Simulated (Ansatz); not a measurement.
# BBrH2N with multiplicity 2: two geometries relaxed

Aim: relax the geometries before and after the inversion of the pyramid at N1, and see whether they are two minima and how far apart in energy. SMILES of the start: N[B]Br.

All numbers below are computed with Ansatz 0.2.0 (UKS PBE-D4/def2-SVP).

### 1 The structure to begin with

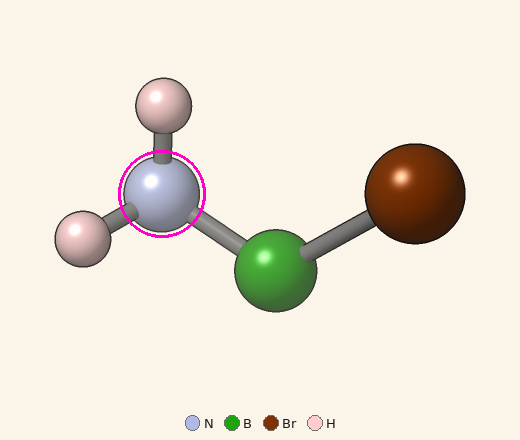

The starting structure, seen from a free direction (nitrogen light blue, boron green, bromine brown, hydrogen pink). Ringed: N1.

As a file:

```xyz
5

N    -0.5623    0.2516   -0.5005
B    -0.3096   -0.7025    0.5957
Br    1.5317   -1.3411    0.8983
H    -0.9066    1.1679   -0.0544
H     0.2967    0.5505   -0.9805
```

### 2 End point A

File input.yaml:

```yaml
crystal:
  periodic: [false, false, false]
  atoms:
    - { symbol: "N", position_ang: [-0.5623, 0.2516, -0.5005] }
    - { symbol: B, position_ang: [-0.3096, -0.7025, 0.5957] }
    - { symbol: Br, position_ang: [1.5317, -1.3411, 0.8983] }
    - { symbol: H, position_ang: [-0.9066, 1.1679, -0.0544] }
    - { symbol: H, position_ang: [0.2967, 0.5505, -0.9805] }
magnetization:
  spin_polarized: true
  initial_magnetization: 1
basis:
  gaussian: { orbitals: def2-SVP }
hamiltonian:
  xc: pbe
  dispersion: d4
relax:
  f_tol: 0.015
  max_steps: 40
output:
  orbitals: {}
```

Run with:

```console
ansatz run input.yaml --threads 1 --pin off --max-ram 2048MiB --backend cpu --events-out ev --progress --plain --runs-dir out
```

Log, cut to the lines that bear on the results:

```text
Warning: RAYON_NUM_THREADS=1 ignored (pool sized by the plan → 1); use --threads N
[...]
Functional definition: PBE
[...]
787 factors; their error is unknown
[...]
mean field -72221.24089851 eV, -2654.0816497049 hartree, gradient 1.6e-5 eV, S^2 0.753819; 0 other end points of the search recorded, 0 dependent functions left out
[...]
reference -72221.24092786 eV, -2654.0816507834 hartree; 25, 24 occupied and 45, 46 virtual orbitals, 787 factors
relax step   1: F+E_penalty+E_count = -72221.32483822 eV  Δ(F+E_penalty+E_count) = +0.000e0 eV  max|allowed force component| = 2.567e0 eV/Å  Δτ_max = 0.0000 Å  (29 SCF iters, accepted)
[...]
relax step   3: F+E_penalty+E_count = -72221.90059276 eV  Δ(F+E_penalty+E_count) = -2.891e-1 eV  max|allowed force component| = 6.610e-1 eV/Å  Δτ_max = 0.2000 Å  (34 SCF iters, accepted)
[...]
relax step   5: F+E_penalty+E_count = -72221.94019455 eV  Δ(F+E_penalty+E_count) = -6.597e-3 eV  max|allowed force component| = 1.526e-1 eV/Å  Δτ_max = 0.0226 Å  (30 SCF iters, accepted)
[...]
relax step   7: F+E_penalty+E_count = -72221.94044978 eV  Δ(F+E_penalty+E_count) = -2.552e-4 eV  max|allowed force component| = 8.095e-2 eV/Å  Δτ_max = 0.0107 Å  (31 SCF iters, accepted)
[...]
relax step   8: F+E_penalty+E_count = -72221.94099882 eV  Δ(F+E_penalty+E_count) = -5.490e-4 eV  max|allowed force component| = 3.134e-2 eV/Å  Δτ_max = 0.0103 Å  (31 SCF iters, accepted)
[...]
relax step   9: F+E_penalty+E_count = -72221.94106296 eV  Δ(F+E_penalty+E_count) = -6.413e-5 eV  max|allowed force component| = 2.604e-3 eV/Å  Δτ_max = 0.0032 Å  (24 SCF iters, accepted)
787 factors; their error is unknown
mean field -72221.85766360 eV, -2654.1043154038 hartree, gradient 1.7e-5 eV, S^2 0.753457; 1 other end points of the search recorded, 0 dependent functions left out
[...]
reference -72221.85769364 eV, -2654.1043165078 hartree; 25, 24 occupied and 45, 46 virtual orbitals, 787 factors
Total energy: -72221.94109300 eV, -2654.1073813778 hartree
Atom 0 at    -0.359621     0.426364    -0.270416 Å, force    -0.001893     0.000018     0.000764 eV/Å
Atom 1 at    -0.125608    -0.517809     0.718236 Å, force     0.002232    -0.002604     0.001552 eV/Å
Atom 2 at     1.456454    -1.597940     0.841386 Å, force    -0.000897     0.001047    -0.000513 eV/Å
Atom 3 at    -1.217058     0.980209    -0.298535 Å, force    -0.001797     0.002047    -0.000803 eV/Å
Atom 4 at     0.295733     0.635575    -1.032071 Å, force     0.002355    -0.000508    -0.001000 eV/Å
Dipole moment:    -0.145147     0.424996    -0.414689 e Å
```

Run time: 42 s. Hardware: 1 thread of Intel Xeon at 2.50GHz (Skylake/Cascade Lake), shared host; peak memory 0.15 GiB.

Step by step:

```
step  energy from step 1 (eV)  largest force component (eV/Å)
   1                   0.0000                          2.5668
   2                  -0.2867                          1.9725
   3                  -0.5758                          0.6610
   4                  -0.6088                          0.4185
   5                  -0.6154                          0.1526
  6x                  -0.6149                          0.0707
   7                  -0.6156                          0.0809
   8                  -0.6162                          0.0313
   9                  -0.6162                          0.0026
```

Step 1 is the start. 1 step was tried and not accepted (6; marked x where the table lists them).

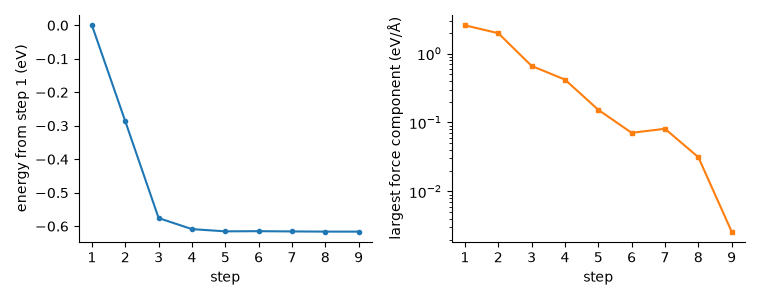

Energy and largest force along the relaxation.

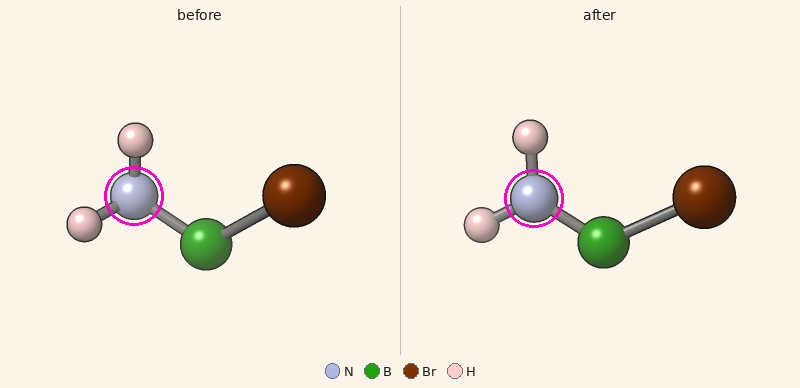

The structure before (left) and after (right), drawn at the same scale.

After: Bond lengths: N1–B2 1.387 Å, B2–Br3 1.920 Å, N1–H4 1.021 Å, N1–H5 1.026 Å. Angles: N1–B2–Br3 124.6°, B2–N1–H4 122.0°, B2–N1–H5 124.1°, H4–N1–H5 113.9°.

### 3 Relaxing end B

The second end starts from a geometry with the move made by hand.

input.yaml, as its differences from that of step 2:

```diff
@@ -6,4 +6,4 @@
     - { symbol: Br, position_ang: [1.5317, -1.3411, 0.8983] }
-    - { symbol: H, position_ang: [-0.9066, 1.1679, -0.0544] }
-    - { symbol: H, position_ang: [0.2967, 0.5505, -0.9805] }
+    - { symbol: H, position_ang: [-1.62858, 0.32273, -0.62358] }
+    - { symbol: H, position_ang: [-0.25846, -0.09939, -1.41817] }
 magnetization:
```

Run with:

```console
ansatz run input.yaml --threads 1 --pin off --max-ram 2048MiB --backend cpu --events-out ev --progress --plain --runs-dir out
```

Log, cut to the lines that bear on the results:

```text
Warning: RAYON_NUM_THREADS=1 ignored (pool sized by the plan → 1); use --threads N
[...]
[... 1 set-up line as earlier in the session ...]
[...]
787 factors; their error is unknown
[...]
mean field -72221.36153184 eV, -2654.0860828979 hartree, gradient 1.4e-5 eV, S^2 0.753212; 0 other end points of the search recorded, 0 dependent functions left out
[...]
reference -72221.36156159 eV, -2654.0860839915 hartree; 25, 24 occupied and 45, 46 virtual orbitals, 787 factors
relax step   1: F+E_penalty+E_count = -72221.44459389 eV  Δ(F+E_penalty+E_count) = +0.000e0 eV  max|allowed force component| = 2.342e0 eV/Å  Δτ_max = 0.0000 Å  (30 SCF iters, accepted)
[...]
relax step   5: F+E_penalty+E_count = -72221.93892128 eV  Δ(F+E_penalty+E_count) = -1.685e-3 eV  max|allowed force component| = 8.585e-2 eV/Å  Δτ_max = 0.0408 Å  (28 SCF iters, accepted)
[...]
relax step   6: F+E_penalty+E_count = -72221.94105390 eV  Δ(F+E_penalty+E_count) = -2.133e-3 eV  max|allowed force component| = 6.586e-3 eV/Å  Δτ_max = 0.0263 Å  (29 SCF iters, accepted)
787 factors; their error is unknown
[...]
mean field -72221.85766666 eV, -2654.1043155165 hartree, gradient 1.2e-5 eV, S^2 0.753457; 1 other end points of the search recorded, 0 dependent functions left out
[...]
reference -72221.85769676 eV, -2654.1043166225 hartree; 25, 24 occupied and 45, 46 virtual orbitals, 787 factors
Total energy: -72221.94108400 eV, -2654.1073810472 hartree
Atom 0 at    -0.700769    -0.024246    -0.539414 Å, force     0.001612     0.002210    -0.006586 eV/Å
Atom 1 at    -0.234021    -0.573462     0.645481 Å, force     0.004112    -0.004284     0.005895 eV/Å
Atom 2 at     1.498368    -1.369054     0.872004 Å, force    -0.004649     0.003264    -0.003258 eV/Å
Atom 3 at    -1.631236     0.389388    -0.615388 Å, force    -0.005215     0.001740     0.001783 eV/Å
Atom 4 at    -0.159583     0.008714    -1.410933 Å, force     0.004139    -0.002930     0.002165 eV/Å
Dipole moment:    -0.246289     0.252583    -0.499580 e Å
```

Run time: 30 s. Hardware: 1 thread of Intel Xeon at 2.50GHz (Skylake/Cascade Lake), shared host; peak memory 0.15 GiB.

The steps of the relaxation:

```
step  energy from step 1 (eV)  largest force component (eV/Å)
   1                   0.0000                          2.3418
   2                  -0.2564                          1.8861
   3                  -0.4790                          0.3088
   4                  -0.4926                          0.1515
   5                  -0.4943                          0.0859
   6                  -0.4965                          0.0066
```

Step 1 is the start.

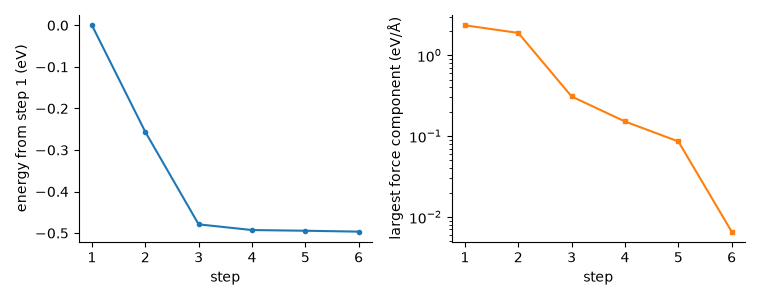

How energy and force went from step to step.

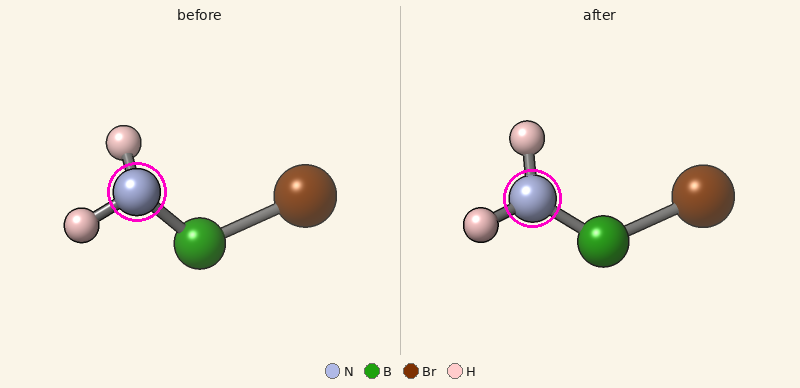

Before and after, at one scale.

After: Bond lengths: N1–B2 1.387 Å, B2–Br3 1.920 Å, N1–H4 1.021 Å, N1–H5 1.026 Å. Angles: N1–B2–Br3 124.7°, B2–N1–H4 122.0°, B2–N1–H5 124.1°, H4–N1–H5 113.8°.

### 4 Results

| quantity | value |
| --- | --- |
| end A | 7 moves, 0.616 eV lower |
| end B | 5 moves, 0.496 eV lower |
| largest difference between the ends | 0.00 Å |
| end B relative to end A | +0.000 eV |

**Reading.** The two relaxations end at one structure, within 0.00 Å: no second minimum was found from this start, which doesn't rule one out.
